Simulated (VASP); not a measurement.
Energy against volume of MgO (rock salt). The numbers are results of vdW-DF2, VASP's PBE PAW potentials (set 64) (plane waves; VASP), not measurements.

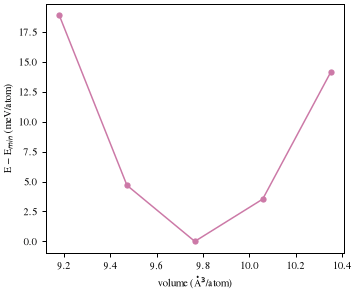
Fig. 1. Energy against volume

Question: Estimate the equilibrium volume and the bulk modulus.

Answer: The minimum lies near 9.8 Å³/atom, and the curvature gives B0 of about 150 GPa.

Measured: bulk modulus 170 GPa at 0 K (computed value off by -12.5 %), as given by Daniel Mejia-Rodriguez et al., Physical Review B (2018), arXiv:1807.09216 [0 K value with the zero-point phonon effect removed]; a 4.189 Å at 0 K (computed value off by +2.1 %), as given by Daniel Mejia-Rodriguez et al., Physical Review B (2018), arXiv:1807.09216 [static lattice: zero-point anharmonic expansion removed].

The compound is MgO in the rock salt structure. It was relaxed first.
